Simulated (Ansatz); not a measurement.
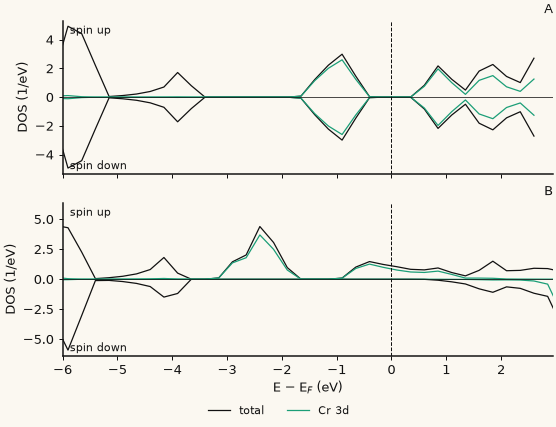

Spin-resolved densities of states of TlCrF3, space group Pm-3m, 5 atoms in the cell, a structure borrowed from another compound, in two magnetic states on the same cell (spin down negative; each from its own Fermi level; a run without spin polarisation is drawn as two equal halves). Ansatz; DFT with PBE, PAW plane waves, Ueff = 2.6 eV on Cr d, spin-polarised, 6×6×6 k mesh, 420 eV cutoff, Fermi-Dirac smearing of 0.014 eV.

**Which panel is which state: ferromagnetic and non-magnetic?**

A is non-magnetic (gap 0.91 eV); B is ferromagnetic (net moment 4.0 μB, local moments 4.1 μB in all, half-metal). Unequal spin channels mark a net moment; equal ones mean that moments cancel or are absent.

**Which of these states is lowest in energy?**

The ferromagnetic one; the non-magnetic state lies 507 meV an atom higher. Other orders weren't compared here.

The structure was built from a prototype or by substitution, so it need not be a known phase. Spin-orbit coupling is left out, which matters for Tl.
